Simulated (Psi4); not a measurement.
**CHFO (formyl fluoride) at PBE0/6-31G(d) (spherical functions, ints tolerance 1e-12, sweep point 6)**

What is the vertical ionisation energy of CHFO (formyl fluoride) at PBE0/6-31G* (spherical functions, ints tolerance 1e-12, sweep point 6)? 

The calculation is run with Psi4 1.11.

4 further runs of the same task are left out: 4 set aside as unsound or not needed.

**1. The system as given**

CHFO has 4 atoms, charge 0, and is taken as a singlet. As SMILES, `O=CF`. The coordinates come from a GFN2-xTB relaxation.

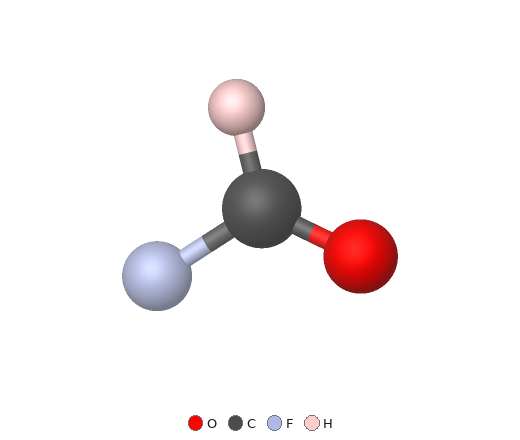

The structure, seen from a chosen angle (oxygen red, carbon dark grey, fluorine light blue, hydrogen pink).

**2. A single-point energy at PBE0/6-31G(d) (spherical functions, ints tolerance 1e-12, sweep point 6)**

input.in

```
memory 1600 mb

molecule m {
  0 1
  O     -0.889680     0.196020     0.829980
  C     -0.049740     0.073340     0.022930
  F      0.584370    -1.090860    -0.181350
  H      0.355050     0.821510    -0.671560
  units angstrom
  symmetry c1
}

set basis 6-31G*
set reference rks
set puream true
set scf_type direct
set dft_radial_points 99
set dft_spherical_points 590
set ints_tolerance 1e-12
set maxiter 60

energy('pbe0')
```

Run with:

```sh
$ psi4 input.in input.out -n 1
```

input.out:

```text
[...]
  Running in c1 symmetry.
[...]
  Nuclear repulsion =   67.642179664515808
[...]
  Multiplicity = 1
[...]
  Nalpha       = 12
  Nbeta        = 12
[...]
    Number of basis functions: 44
[...]
   @DF-RKS iter   1:  -213.44058308857350   -2.59045e-01   1.17811e-02 DIIS/ADIIS
[...]
   @RKS iter  12:  -213.54229048585870   -2.33834e-09   5.58255e-07 DIIS
[...]
    Orbital Energies [Eh]
    ---------------------
    Doubly Occupied:
       1A    -24.812396     2A    -19.256382     3A    -10.403862
       4A     -1.285650     5A     -1.121413     6A     -0.679975
       7A     -0.581958     8A     -0.517628     9A     -0.513267
      10A     -0.425762    11A     -0.401524    12A     -0.337660
[...]
  @RKS Final Energy:  -213.54229048585870
   => Energetics <=
    Nuclear Repulsion Energy =             67.6421796645158082
    One-Electron Energy =                -428.3803892298687970
    Two-Electron Energy =                 165.8647510713680049
    DFT Exchange-Correlation Energy =     -18.6688319918737342
    Empirical Dispersion Energy =           0.0000000000000000
    VV10 Nonlocal Energy =                  0.0000000000000000
    Total Energy =                       -213.5422904858587003
[...]
 Multipole Moments:
 ------------------------------------------------------------------------------------
     Multipole            Electronic (a.u.)      Nuclear  (a.u.)        Total (a.u.)
 ------------------------------------------------------------------------------------
 L = 1.  Multiply by 2.5417464519 to convert [e a0] to [Debye]
 Dipole X            :          0.6393356           -0.2227700            0.4165655
 Dipole Y            :         -1.4306127            1.7997926            0.3691799
 Dipole Z            :         -0.1085639           -0.4542896           -0.5628535
 Magnitude           :                                                    0.7915963
[...]
```

Run time: 4.5 s. Hardware: 1 thread of Intel Xeon 6975P-C (Granite Rapids), shared host; peak memory 0.48 GiB.

**3. The doublet cation**

input.in

```
memory 1600 mb

molecule system {
  1 2
  O     -0.889680     0.196020     0.829980
  C     -0.049740     0.073340     0.022930
  F      0.584370    -1.090860    -0.181350
  H      0.355050     0.821510    -0.671560
  units angstrom
  symmetry c1
}

set {
  basis 6-31G*
  reference uks
  puream true
  scf_type direct
  dft_radial_points 99
  dft_spherical_points 590
  ints_tolerance 1e-12
  maxiter 150
}

energy_value, wavefunction = energy('pbe0', return_wfn=True)
```

Run with:

```sh
$ psi4 -n 1 input.in input.out
```

input.out:

```text
[...]
  Running in c1 symmetry.
[...]
  Nuclear repulsion =   67.642179664515808
[...]
  Multiplicity = 2
[...]
  Nalpha       = 12
  Nbeta        = 11
[...]
    Number of basis functions: 44
[...]
   @DF-UKS iter   1:  -213.04231178732709    1.39227e-01   6.42656e-03 ADIIS/DIIS
[...]
   @UKS iter  15:  -213.08875631019069   -4.58925e-09   4.63014e-07 DIIS
[...]
   @S^2 Observed:                7.571653966E-01
[...]
    Orbital Energies [Eh]
    ---------------------
    Alpha Occupied:
       1A    -25.165335     2A    -19.737291     3A    -10.772762
       4A     -1.636358     5A     -1.560575     6A     -1.028127
       7A     -0.957905     8A     -0.915912     9A     -0.875742
      10A     -0.791076    11A     -0.773092    12A     -0.756483
    Alpha Virtual:
      13A     -0.369647    14A     -0.171671    15A     -0.122826
      16A     -0.034453    17A      0.193717    18A      0.206886
      19A      0.319802    20A      0.380672    21A      0.510900
      22A      0.555762    23A      0.618089    24A      0.682489
      25A      0.898370    26A      0.929668    27A      1.017857
[...]
  @UKS Final Energy:  -213.08875631019069
   => Energetics <=
    Nuclear Repulsion Energy =             67.6421796645158082
    One-Electron Energy =                -419.4513084312532669
    Two-Electron Energy =                 157.0641120156388695
    DFT Exchange-Correlation Energy =     -18.3437395590921248
    Empirical Dispersion Energy =           0.0000000000000000
    VV10 Nonlocal Energy =                  0.0000000000000000
    Total Energy =                       -213.0887563101906892
[...]
 Multipole Moments:
 ------------------------------------------------------------------------------------
     Multipole            Electronic (a.u.)      Nuclear  (a.u.)        Total (a.u.)
 ------------------------------------------------------------------------------------
 L = 1.  Multiply by 2.5417464519 to convert [e a0] to [Debye]
 Dipole X            :          0.2306456           -0.2227700            0.0078756
 Dipole Y            :         -0.7504474            1.7997926            1.0493452
 Dipole Z            :          0.0495497           -0.4542896           -0.4047398
 Magnitude           :                                                    1.1247229
[...]
```

Run time: 7.2 s. Hardware: 1 thread of Intel Xeon 6975P-C (Granite Rapids), shared host; peak memory 0.48 GiB.

**4. Outcome**

At PBE0/6-31G* (spherical functions, ints tolerance 1e-12, sweep point 6):

| quantity | value |
| --- | --- |
| singlet CHFO: total energy | -213.54229 Eh |
| singlet CHFO: dipole moment | 2.01 D |
| singlet CHFO: HOMO energy | -9.19 eV |
| singlet CHFO: LUMO energy | -0.38 eV |
| singlet CHFO: HOMO–LUMO gap | 8.81 eV |
| doublet cation: total energy | -213.08876 Eh |
| doublet cation: HOMO energy (highest over α and β) | -20.49 eV |
| doublet cation: LUMO energy (lowest over α and β) | -15.43 eV |
| doublet cation: ⟨S²⟩ | 0.757 |
| vertical ionisation energy (to the doublet cation) | 12.341 eV |

What this shows: Removing an electron at fixed nuclei costs 12.34 eV (1191 kJ/mol). −ε(HOMO) before ionisation, 9.19 eV, is 3.15 eV below this ionisation energy.
